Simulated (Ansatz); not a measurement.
The starting structures come from a database of crystals and need not be the phases stable at ambient conditions.

 Where the default PAW files enter, the runs use the earlier of Ansatz's two default sets.

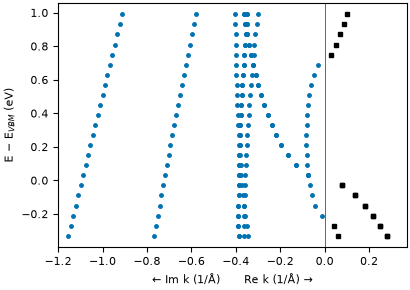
*Complex bands at the centre of the two-dimensional zone; PBEsol (Ansatz, a quantum-chemistry and plane-wave program)*

The gap is the functional's own, uncorrected, and κ follows it; spin-orbit coupling is left out. Mid-gap values are interpolated between the computed energies.

Q: This is Cd(InSe2)2 (I-42m, not sure to be the ambient phase, 7 atoms a cell, 29.2 Å³ an atom) along the normal of (001). Read off the slowest decay at the centre of the two-dimensional zone at 0.39 eV, the computed energy nearest the middle of the gap.

A: κ ≈ 0.08 1/Å, a decay length 1/(2κ) of the density of 6.3 Å.
